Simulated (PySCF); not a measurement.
# C$_{2}$H$_{2}$O$_{2}$, SMILES `O=CC=O`: electronic structure

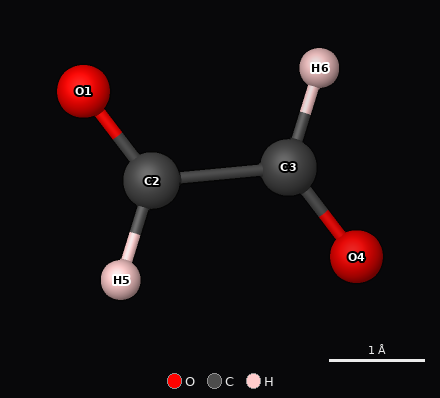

The molecule, with its atoms numbered as below. No frequency check shows the geometry to be a minimum.

Cartesian coordinates (Å):

```
O1       1.7244   -0.1657    0.0000
C2       0.6579    0.3778    0.0000
C3      -0.6579   -0.3778    0.0000
O4      -1.7244    0.1657    0.0000
H5       0.5383    1.4758    0.0000
H6      -0.5383   -1.4758    0.0000
```

### 1. In an electric field

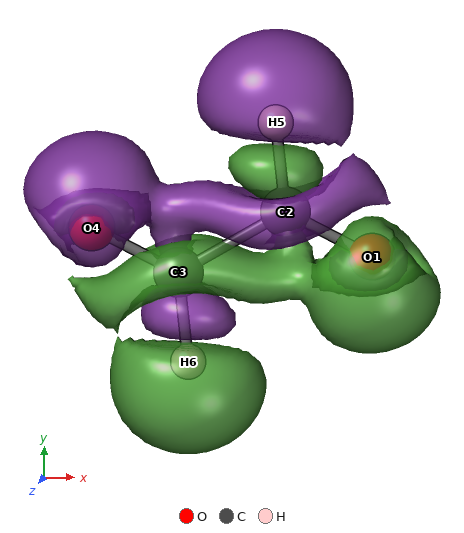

Change of the electron density in a uniform field of 0.10 V/Å, surfaces at ±0.0005 e/Å³ (purple: gain, green: loss).

Computed with PySCF, ωB97X/cc-pVDZ, geometry: GFN2-xTB. A basis without diffuse functions makes polarisabilities too small.

The field was applied in both directions; the picture shows the one opposite to the script's first.

**Along which Cartesian direction does the field point?**

Along −y: electrons gather on the +y side, against the field.

**What dipole is induced, and what polarisability does it imply?**

The induced dipole is 0.14 D (along the field); α along this axis, from the fields in both directions, is 27 bohr³ (4.0 Å³).

### 2. Removing or adding an electron

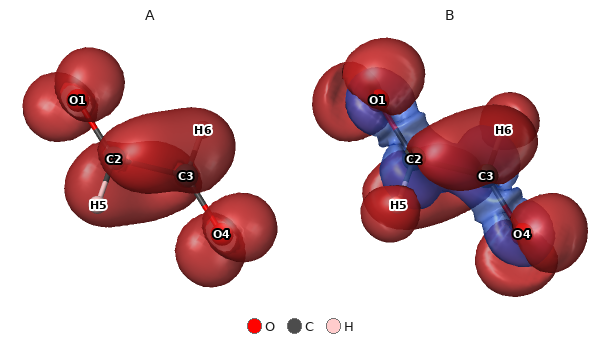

The Fukui function f⁺ from two separate SCF calculations and the density of the LUMO, at ±0.02 e/Å³ (red positive, blue negative).

Computed with PySCF, PBE/aug-cc-pVDZ, geometry: GFN2-xTB. This is a single-reference result, which may miss multireference character in this system.

**Which panel is which, and how good is the frozen-orbital picture?**

B is f⁺ (it has negative regions), A the LUMO density. The LUMO lies on O1 and O4 (24 % each) and C2 and C3 (24 % each); f⁺ (Hirshfeld-condensed) is largest on O1 and O4 (0.21 each) and C2 and C3 (0.19 each); the vertical electron affinity is 0.95 eV (the stability of the anion's solution wasn't checked; the anion's highest orbital has positive energy, so this value and f⁺ depend on the basis). Relaxation shifts 15 % of the electron between atoms. The orbital energy is −4.36 eV.

### 3. Localised orbitals

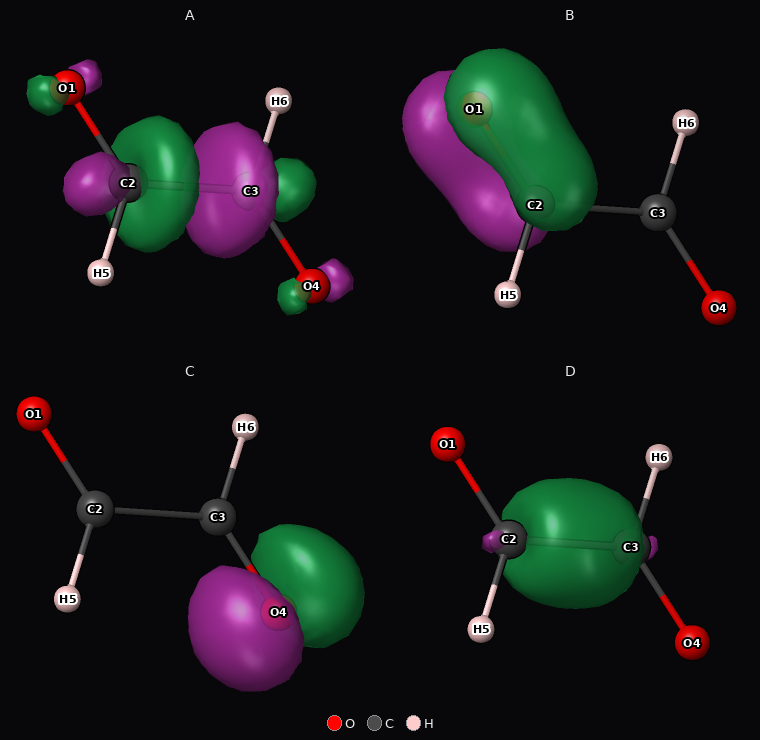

Intrinsic bond orbitals (IBO), occupied and valence-virtual; each surface holds about 70 % of the orbital's density. Energies are diagonal elements of the Fock matrix.

Method: B3LYP/def2-SVPD; geometry: GFN2-xTB; program: PySCF.

**Name the orbitals, with their atomic make-up and energies.**

By panel:
- A: σ* orbital C3–C2 (C3 47 %, C2 47 %, O1 3 %; 9.1 eV)
- B: π bond O1–C2 (O1 62 %, C2 37 %; −12.1 eV)
- C: lone pair on O4 (p-type) (O4 93 %; −9.8 eV)
- D: σ bond C2–C3 (C2 50 %, C3 50 %; −17.3 eV)
